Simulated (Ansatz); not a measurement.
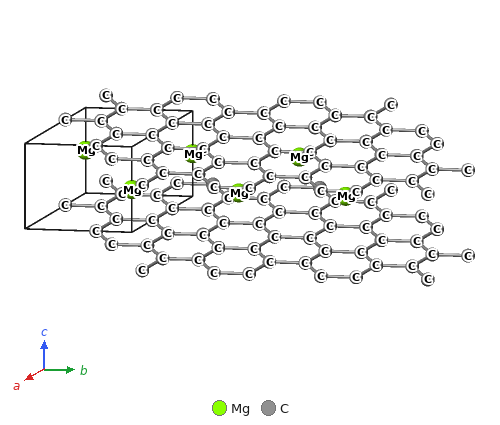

The compound is MgC₆ (space group P6/mmm, No. 191), taken as the end point of a relaxation with Ansatz, DFT PBE+D3(BJ), scalar-relativistic, plane waves, PAW; the starting structure was generated, so it need not be a known form of this composition.

Bonds are taken as C–C below 1.6 Å; Mg is left out of the net, as the electropositive filling of the structure. Atoms with one bond or none are removed and atoms with two bonds are replaced by edges, until no such atom is left.

Q: What kind of net remains, and which atoms are its nodes?

A: A uninodal 3-connected, two-periodic (layers) net: C is a 3-connected node.

Q: Which named net is it?

A: It is the hcb net, known from graphene.

Q: How do the layers lie?

A: The layers lie parallel to (001).

Q: Give the first six terms of the coordination sequence (nodes one, two, three … edges away).

A: C: 3, 6, 9, 12, 15, 18.

The simplified net, drawn on the atoms' positions. Nodes are coloured by element. One layer is drawn. Short stubs are edges that leave the cut-out.

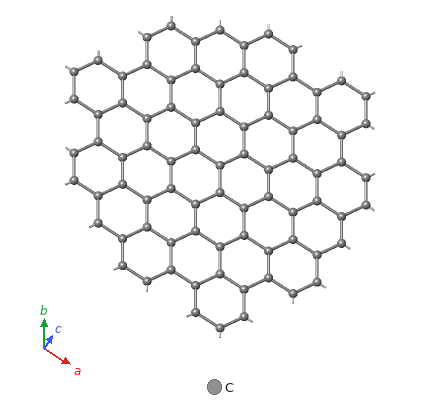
